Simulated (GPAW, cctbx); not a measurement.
## Bonding in Tl2GaAgF6 as X-rays see it

Question: by how much does bonding change the X-ray structure factors of Tl2GaAgF6, and what does a routine refinement make of it?

The start was made by putting kin elements into a known structure type; the compound need not exist, or be stable, in this form. All numbers below are calculated.

**1. Find the equilibrium geometry**

The density hangs on the geometry, so cell and atoms are relaxed first, with the symmetry held. The cutoff is set higher than for the density because stress converges slowly with plane waves.

Settings: GPAW 26.7.0, PBE, 900 eV, 3×3×3 k-points, Fermi–Dirac width 0.05 eV, BFGS to 0.03 eV/Å.

```text
cell
1.0
     0.000000000    4.136000000    4.136000000
     4.136000000    0.000000000    4.136000000
     4.136000000    4.136000000    0.000000000
Tl Ag Ga F
2 1 1 6
Direct
0.250000000 0.250000000 0.250000000
0.750000000 0.750000000 0.750000000
0.500000000 0.500000000 0.500000000
0.000000000 0.000000000 0.000000000
0.779600000 0.779600000 0.220400000
0.779600000 0.220400000 0.779600000
0.220400000 0.779600000 0.220400000
0.220400000 0.779600000 0.779600000
0.220400000 0.220400000 0.779600000
0.779600000 0.220400000 0.220400000
```

```console
$ OMP_NUM_THREADS=1 mpirun -n 4 gpaw python run.py > gpaw.log
```

```text
BFGS:    0      -40.117696        2.251211
BFGS:    1      -40.545372        1.357896
BFGS:    2      -40.803347        1.038174
BFGS:    3      -40.898876        0.879631
...
BFGS:    7      -41.652541        0.422166
BFGS:    8      -41.683738        0.053938
BFGS:    9      -41.684156        0.009707
cell  6.1877 6.1877 6.1877  60.00 60.00 60.00
volume 167.526 A^3, largest force 0.002 eV/A, largest stress 0.09 GPa
```

The cell moved far, while the k-mesh and basis were chosen for the start, so the final shape may be somewhat biased.

After 9 steps the volume has changed by +18.4 % and the energy by -1.566 eV; the largest stress left is 0.09 GPa. It took 2.9 min on 4 cores of Intel(R) Xeon(R) Platinum 8488C (Sapphire Rapids) (shared host), peak memory 1.9 GiB.

Relaxed structure: Fm-3m (no. 225), a = 8.7508 Å, b = 8.7508 Å, c = 8.7508 Å, α = 90.00°, β = 90.00°, γ = 90.00°.

```csv
atom,mult.,x,y,z
Tl1,8,1/4,3/4,3/4
Ag1,4,1/2,0,0
Ga1,4,0,0,0
F1,24,0,0,0.7780
```

**2. The all-electron density**

X-rays see the whole electron density, so the PAW density is rebuilt with its core regions. Subtracting spherical free atoms from the same code cancels the cores and leaves the deformation density Δρ, the part due to bonding.

Settings: PBE, 550 eV, 4×4×4 k-points, Fermi–Dirac width 0.05 eV; primitive cell of 10 atoms.

```console
$ OMP_NUM_THREADS=1 mpirun -n 4 gpaw python run.py > gpaw.log
```

```text
|iter:   1|       0s |  -45.715503 | -0.64 |       |
|iter:   2|       1s |  -44.531057 | -1.70 | -1.13 |
|iter:   3|       2s |  -41.181872 | -0.69 | -1.18 |
...
|iter:   7|       7s |  -41.132199c| -5.74 | -3.20 |
|iter:   8|       8s |  -41.132200c| -6.75 | -4.34c|
|iter:   9|       9s |  -41.132201c| -7.82c| -4.77c|
```

```text
grid (70, 70, 70)  electrons 294.000  moved by bonding 2.241 e
deformation density beyond 0.5 A of the nuclei: max 0.175, min -0.124 e/A^3
atom        x       y       z   Voronoi charge  moment
Tl1    0.2500  0.2500  0.2500      0.311       0.00
Tl2    0.7500  0.7500  0.7500      0.311       0.00
Ag3    0.5000  0.5000  0.5000      0.270       0.00
Ga4    0.0000  0.0000  0.0000      0.449       0.00
F 5    0.7780  0.7780  0.2220     -0.223       0.00
F 6    0.7780  0.2220  0.7780     -0.223       0.00
F 7    0.2220  0.7780  0.2220     -0.223       0.00
F 8    0.2220  0.7780  0.7780     -0.223       0.00
F 9    0.2220  0.2220  0.7780     -0.223       0.00
F 10   0.7780  0.2220  0.2220     -0.223       0.00
mean inner potential of superposed free atoms 14.894 V
total magnetic moment 0.000 muB
```

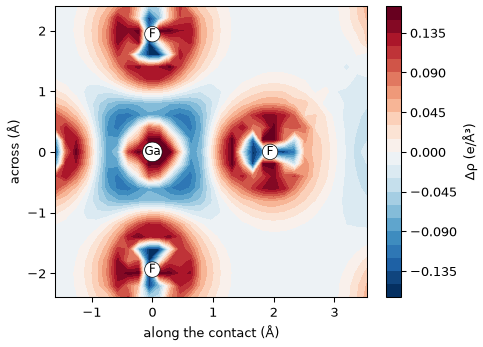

Deformation density in a plane through the shortest contact of the Ga atom at the origin; red gains electrons, blue loses them.

F gains most (-0.22 e) and Ga loses most (+0.45 e); F is the most electronegative element, but the order of the others doesn't follow electronegativity. Such charges fall far short of formal ones, since overlapping free atoms already put density on their neighbours. Along the shortest contact from the Ga atom at the map's origin, Ga–F at 1.94 Å, Δρ is +0.01 e/Å³ at the midpoint and highest, +0.16, 1.33 Å from Ga (points within 0.5 Å of a nucleus left out): little sits at the middle, as in a polar contact, whose build-up shifts to the more electronegative atom. At the midpoints of other shortest contacts it is -0.01 (Ag–F, 2.43 Å), -0.03 (F–F, 2.75 Å) and -0.01 (Tl–F, 3.10 Å) e/Å³. Point values carry grid noise of about 0.01 e/Å³. The run needed 9 iterations, 23 s.

**3. From the density to structure factors**

The Fourier components of Δρ, added to those of the free atoms, give the static X-ray structure factors; the Mott–Bethe relation turns them into the Fourier components V of the potential that fast electrons feel.

```text
static structure factors of the conventional cell: F in electrons, V (Mott-Bethe) in volts
   h  k  l      d  |F| table  |F| free   |F| DFT   change   |V| free  |V| DFT  change %
   1  1  1  5.0523    26.287    26.365    25.914   -0.451     0.020    0.058    186.7
   0  2  0  4.3754   251.533   251.572   250.152   -1.420     1.051    1.237     17.7
   0  2  2  3.0939   791.208   791.191   788.591   -2.600     6.914    7.085      2.5
   1  3  1  2.6385    62.391    62.094    62.993    0.899     0.617    0.574     -6.9
   2  2  2  2.5261   450.876   450.013   455.454    5.441     3.876    3.638     -6.1
   0  4  0  2.1877   911.000   909.277   913.330    4.053     8.173    8.041     -1.6
   1  3  3  2.0076    87.095    86.945    88.292    1.347     1.017    0.980     -3.7
   0  4  2  1.9567   245.510   246.080   245.349   -0.731     0.801    0.820      2.4
   2  4  2  1.7862   674.699   674.094   674.227    0.133     4.488    4.485     -0.1
   3  3  3  1.6841   105.501   105.483   106.611    1.128     1.303    1.281     -1.7
   1  5  1  1.6841     1.750     1.221     2.088    0.868     0.298    0.281     -5.6
   0  4  4  1.5469   777.210   776.055   777.109    1.054     5.988    5.971     -0.3
   1  5  3  1.4792    25.074    25.479    25.223   -0.255     0.101    0.105      3.8
   2  4  4  1.4585   240.813   241.021   240.697   -0.324     0.767    0.771      0.6
```

The largest X-ray change is +5.44 e on 222, 1.2 % of |F|. For electrons V goes as (Z − F)/g², so a change of F counts against Z − F, which is small at low angle and wherever the atoms' terms cancel: |V| of 020 moves by +17.7 % (1.05 to 1.24 V) against -0.6 % in |F|. The tabulated Hartree–Fock atoms differ from the free DFT atoms by up to 1.72 e, so the choice of reference atom matters too.

**4. What a spherical-atom refinement makes of it**

Routine crystallography fits spherical atoms. To see the bias, intensities are simulated from tabulated atoms plus the DFT change ΔF, so that bonding alone can misfit (5600 reflections of the full sphere, merged to the counts below, to 0.5 Å, 0.5 % proportional noise plus counting noise, assumed isotropic U as listed, Δρ smeared by the mean U) and refined with cctbx over different ranges.

| range | data | R1 | GooF | U Tl1 (true 0.0026) | U Ag1 (true 0.0032) | U Ga1 (true 0.0037) | U F1 (true 0.0054) | largest shift (Å) | Δρ max, min (e/Å³) |
| --- | --- | --- | --- | --- | --- | --- | --- | --- | --- |
| all data | 182 | 0.0024 | 1.40 | 0.0026 | 0.0032 | 0.0037 | 0.0053 | 0.0001 | 0.30, -0.24 |
| low resolution, d > 0.84 | 52 | 0.0025 | 1.90 | 0.0027 | 0.0032 | 0.0036 | 0.0051 | 0.0004 | 0.14, -0.20 |
| high order, d < 0.75 | 116 | 0.0022 | 1.11 | 0.0026 | 0.0032 | 0.0037 | 0.0053 | 0.0003 | 0.18, -0.34 |
| occupancies free, d > 0.7 | 78 | 0.0020 | 1.36 | 0.0026 | 0.0032 | 0.0036 | 0.0065 | 0.0002 | 0.09, -0.15 |

With all data GooF is 1.40, so the misfit of spherical atoms stands above the noise; the top residual peak lies 0.10 Å from F and 2.04 Å from Ga, on the atom. No U is off by more than 3 s.u. at low resolution. With Tl1 held at 1 and the scale free, the other occupancies refine to Ag1 1.000(0.001), Ga1 1.000(0.002) and F1 1.027(0.004), on sites that are all full: they absorb part of the misfit, and only ratios to the fixed site mean anything.

**5. Answer**

Bonding moves 2.24 e in the primitive cell of Tl2GaAgF6 and changes the structure factors of the conventional cell in the table above by at most 5.44 e (222, 1.2 %), and among reflections above 2 % of the strongest by up to 1.7 % (111). The shortest bond, Ga–F, has Δρ = +0.01 e/Å³ at its midpoint, low for a shared bond; with the charge transfer this is a polar contact. With all data GooF is 1.40, so the misfit of spherical atoms stands above the noise. Limits: static density, frozen cores, no spin–orbit coupling.

[Outputs are excerpts: Python notices, other lines and further rows are left out; steps that failed or that the build refused (PBEsol, TPSS) are not shown.]

[Logs are printed without paths, hosts, clocks, repeated set-up lines and the standing remarks that a program may print on its own settings, such as how far it seeks lower states.]
